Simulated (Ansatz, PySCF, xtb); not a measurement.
Breaking a bond: BeH (cation, charge +1), singlet.

- UKS-PBE = unrestricted PBE/cc-pVDZ in Ansatz (an electronic-structure program)
- UMP2 = MP2 on UHF/cc-pVDZ, frozen core (Ansatz)
- RCCSD = CCSD on RHF/cc-pVDZ, frozen core (Ansatz)
- RKS-LDA (SVWN5)/6-31G* = PySCF with restricted LDA (SVWN5)/6-31G*, spherical d
- GFN1-xTB (xtb)

Energies are in kJ/mol, each relative to the lowest point of its own curve near equilibrium.

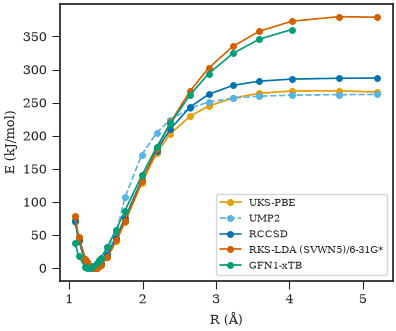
Figure: Energy against bond length for each method.

```
R / Å  UKS-PBE   UMP2  RCCSD  RKS-LDA (SVWN5)/6-31G*  GFN1-xTB
-----  -------  -----  -----  ----------------------  --------
1.08      74.1   69.4   70.8                    78.1      37.7
1.13      44.9   40.5   41.8                    47.5      17.7
1.22      13.2   10.2   11.2                    13.9       1.2
1.24       9.0    6.5    7.3                     9.5       0.0
1.29       2.2    1.0    1.4                     2.3       0.0
1.33       0.0    0.0    0.0                     0.0       2.4
1.38       0.6    2.2    1.6                     0.6       7.6
1.41       2.4    5.1    4.0                     2.5      11.8
1.43       4.1    7.6    6.2                     4.3      14.9
1.52      16.4   23.3   20.1                    16.9      31.5
1.64      40.4   52.4   46.0                    41.7      58.2
1.76      69.4  106.9   75.9                    71.2      86.7
1.99     128.7  171.5  133.5                   130.9     140.0
2.19     173.4  204.2  177.1                   179.6     182.5
2.38     203.1  224.3  210.3                   220.3     218.7
2.65     229.7  241.9  243.6                   268.0     262.1
2.90     244.8  250.8  262.5                   302.2     293.8
3.23     256.9  256.8  276.0                   335.0     324.3
3.59     264.0  259.7  282.5                   357.9     345.8
4.03     267.6  261.2  285.5                   373.0     360.4
4.67     267.9  262.1  286.8                   379.9         —
5.20     266.1  262.3  287.1                   379.1         —
```

At the longest distance, 5.20 Å, RKS-LDA (SVWN5)/6-31G* lies highest above its minimum (379.1 kJ/mol) and UMP2 lowest (262.3 kJ/mol).

A dash means that the run gave no value there, or that the column was ended at a point which the program doubted or which failed a test of continuity chosen for this set; such a test can also cut sound points.

The unrestricted determinant behind UKS-PBE is spin-contaminated at 2.19 to 5.20 Å (<S²> up to 0.9, against 0.00 for a pure singlet). The unrestricted determinant behind UMP2 is spin-contaminated at 1.76 to 5.20 Å (<S²> up to 1.0, against 0.00 for a pure singlet). With two correlated electrons CCSD is exact in the basis where it finds the lowest root (RCCSD). The restricted form behind RKS-LDA (SVWN5)/6-31G* keeps the bonding electrons paired and can't separate into open-shell fragments.
